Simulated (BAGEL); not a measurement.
# CH3F (fluoromethane) at NEVPT2(14,11)/def2-TZVPP (density fitting with cc-pvqz-jkfit)

What is the energy change on altering one bond length of CH3F (fluoromethane) at NEVPT2(14,11)/def2-TZVPP (density fitting with cc-pvqz-jkfit)? 

Program for the calculation: BAGEL 1.2.2.

4 further runs of the same task are left out: 2 that didn't finish, 2 set aside as unsound or not needed. Runs told in other sessions of the task aren't counted.

### 1 The system as given

The species is CH3F (5 atoms), meant as a singlet with charge 0. SMILES: `CF`. The coordinates come from a PBE0-D4/def2-TZVP relaxation.

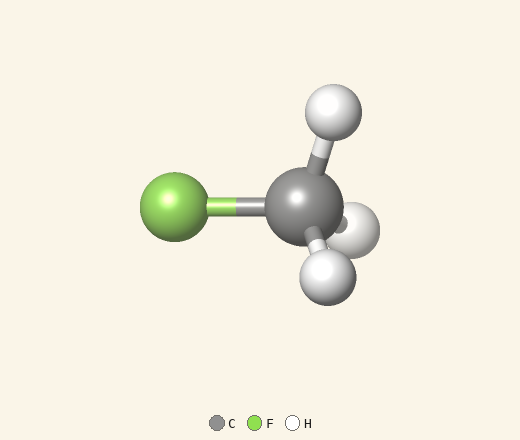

Viewed from a chosen angle; carbon grey, fluorine green, hydrogen white.

### 2 The energy at NEVPT2(14,11)/def2-TZVPP (density fitting with cc-pvqz-jkfit)

nevpt2.json reads:

```json
{ "bagel" : [

{
  "title" : "molecule",
  "basis" : "tzvpp",
  "df_basis" : "cc-pvqz-jkfit",
  "angstrom" : true,
  "geometry" : [
    { "atom" : "C", "xyz" : [   -0.050700,    0.032900,    0.007800 ] },
    { "atom" : "F", "xyz" : [    1.094100,   -0.710500,   -0.168600 ] },
    { "atom" : "H", "xyz" : [   -0.918700,   -0.626900,   -0.058000 ] },
    { "atom" : "H", "xyz" : [   -0.104800,    0.796000,   -0.772000 ] },
    { "atom" : "H", "xyz" : [   -0.019800,    0.508500,    0.990700 ] }
  ]
},
{
  "title" : "hf"
},
{
  "title" : "casscf",
  "nstate" : 1,
  "nact" : 11,
  "nclosed" : 2,
  "maxiter" : 200,
  "natocc" : true
},
{
  "title" : "nevpt2",
  "nstate" : 1,
  "nact" : 11,
  "nclosed" : 2,
  "maxiter" : 200,
  "natocc" : true,
  "ncore" : 2
},
{
  "title" : "print",
  "file" : "orbitals.molden",
  "orbitals" : true
}

]}
```

Launch:

```console
BAGEL_NUM_THREADS=1 BAGEL nevpt2.json > nevpt2.out
```

The program printed:

```text
* using 1 threads per process

  ===============================================================
  ===============================================================

  *** Geometry ***

  { "atom" : "C", "xyz" : [     -0.095809,      0.062172,      0.014740 ] },
  { "atom" : "F", "xyz" : [      2.067549,     -1.342650,     -0.318608 ] },
  { "atom" : "H", "xyz" : [     -1.736091,     -1.184669,     -0.109604 ] },
  { "atom" : "H", "xyz" : [     -0.198043,      1.504222,     -1.458869 ] },
  { "atom" : "H", "xyz" : [     -0.037417,      0.960926,      1.872152 ] },

  Number of auxiliary basis functions:      365

  Since a DF basis is specified, we compute 2- and 3-index integrals:
    o Being stored without compression. Storage requirement is 0.032 GB

  Number of basis functions:      104
  Number of electrons      :       18

    * METHOD: MOLECULE                             0.14

[... 13 lines left out ...]
    * SCF iteration converged.
[... 1 line left out ...]
    * Permanent dipole moment:
[... 22 lines left out ...]
    * Second-order optimization converged. *
[... 6 lines left out ...]
      1  0      -139.18767363     4.84e-04      0.13
      2  0      -139.19518449     1.60e-04      0.13
[... 10 lines of this table left out ...]
     13  0 *    -139.19595901     6.40e-11      0.13

     * ci vector, state   0, <S^2> = -0.0000
       2222222....    -0.9776349934
       222222.2...     0.0890747481
       22222.2.2..     0.0634925950
       2222.22..2.     0.0634648030

    * METHOD: CASSCF                              83.66

    * freezing 2 orbitals

  === DF-NEVPT2 calculation ===

    * Third and fourth order RDM ( 1, 1) evaluation
      will be done with 2 passes
    * 3-index integral transformation done
    * assembly done

      NEVPT2 correlation energy:   -0.3114433352      0.42

          (+0)      0.0000000000
          (+0)'     0.0000000000
          (+1)      0.0000000000
          (+1)'     0.0000000000
          (+2)      0.0000000000
          (-1)      0.0000000000
          (-1)'    -0.0901715822
          (-2)     -0.2212717530

      NEVPT2 total energy:       -139.5074023454

    * METHOD: NEVPT2                             532.83

    * METHOD: PRINT                                0.03

  ===============================================================
```

Run time: 10 min. Hardware: 1 thread of Arm Neoverse V1, shared host; peak memory 8.5 GiB.

### 3 The distorted shape, same level

input.json reads:

```json
{ "bagel" : [

{
  "title" : "molecule",
  "basis" : "tzvpp",
  "df_basis" : "cc-pvqz-jkfit",
  "angstrom" : true,
  "geometry" : [
    { "atom" : "C", "xyz" : [      -0.034471,      -0.196017,       0.241726 ] },
    { "atom" : "F", "xyz" : [       1.110329,      -0.939417,       0.065326 ] },
    { "atom" : "H", "xyz" : [      -0.902471,      -0.855817,       0.175926 ] },
    { "atom" : "H", "xyz" : [      -0.104800,       0.796000,      -0.772000 ] },
    { "atom" : "H", "xyz" : [      -0.003571,       0.279583,       1.224626 ] }
  ]
},

{ "title" : "hf" },

{ "title" : "casscf", "nstate" : 1, "nact" : 11, "nclosed" : 2, "maxiter" : 200, "natocc" : true },

{ "title" : "nevpt2", "nstate" : 1, "nact" : 11, "nclosed" : 2, "maxiter" : 200, "natocc" : true, "ncore" : 2 },

{ "title" : "print", "file" : "orbitals.molden", "orbitals" : true }

]}
```

Launch:

```console
BAGEL_NUM_THREADS=1 BAGEL input.json > input.out
```

The program printed:

```text
* using 1 threads per process

  ===============================================================
  ===============================================================

  *** Geometry ***

  { "atom" : "C", "xyz" : [     -0.065141,     -0.370418,      0.456796 ] },
  { "atom" : "F", "xyz" : [      2.098218,     -1.775241,      0.123448 ] },
  { "atom" : "H", "xyz" : [     -1.705423,     -1.617260,      0.332452 ] },
  { "atom" : "H", "xyz" : [     -0.198043,      1.504222,     -1.458869 ] },
  { "atom" : "H", "xyz" : [     -0.006748,      0.528335,      2.314208 ] },

  Number of auxiliary basis functions:      365

  Since a DF basis is specified, we compute 2- and 3-index integrals:
    o Being stored without compression. Storage requirement is 0.032 GB

  Number of basis functions:      104
  Number of electrons      :       18

    * METHOD: MOLECULE                             0.15

[... 13 lines left out ...]
    * SCF iteration converged.
[... 1 line left out ...]
    * Permanent dipole moment:
[... 22 lines left out ...]
    * Second-order optimization converged. *
[... 6 lines left out ...]
      1  0      -139.15299261     5.32e-04      0.13
      2  0      -139.16305912     1.89e-04      0.13
[... 12 lines of this table left out ...]
     15  0 *    -139.16425400     3.44e-11      0.12

     * ci vector, state   0, <S^2> = -0.0000
       2222222....    -0.9697388957
       222222.2...     0.1421595740
       22222.2.2..     0.0821743130
       2222.22..2.     0.0642458123

    * METHOD: CASSCF                              81.75

    * freezing 2 orbitals

  === DF-NEVPT2 calculation ===

    * Third and fourth order RDM ( 1, 1) evaluation
      will be done with 2 passes
    * 3-index integral transformation done
    * assembly done

      NEVPT2 correlation energy:   -0.3072986076      0.45

          (+0)      0.0000000000
          (+0)'     0.0000000000
          (+1)      0.0000000000
          (+1)'     0.0000000000
          (+2)      0.0000000000
          (-1)      0.0000000000
          (-1)'    -0.0912258761
          (-2)     -0.2160727316

      NEVPT2 total energy:       -139.4715526125

    * METHOD: NEVPT2                             552.41

    * METHOD: PRINT                                0.03

  ===============================================================
```

Run time: 11 min. Hardware: 1 thread of Arm Neoverse V1, shared host; peak memory 8.5 GiB.

### 4 What came out

Level: NEVPT2(14,11)/def2-TZVPP (density fitting with cc-pvqz-jkfit), 2 core orbitals frozen.

| quantity | value |
| --- | --- |
| first shape: total energy | -139.50740 Eh |
| distorted shape: total energy | -139.47155 Eh |
| energy change with the C1–H4 bond stretched from 1.092 to 1.420 Å | 0.976 eV |

With the C1–H4 bond stretched from 1.092 to 1.420 Å the energy rises by 0.98 eV (94.1 kJ/mol). The first shape isn't relaxed at this level, so the change isn't measured from a minimum.
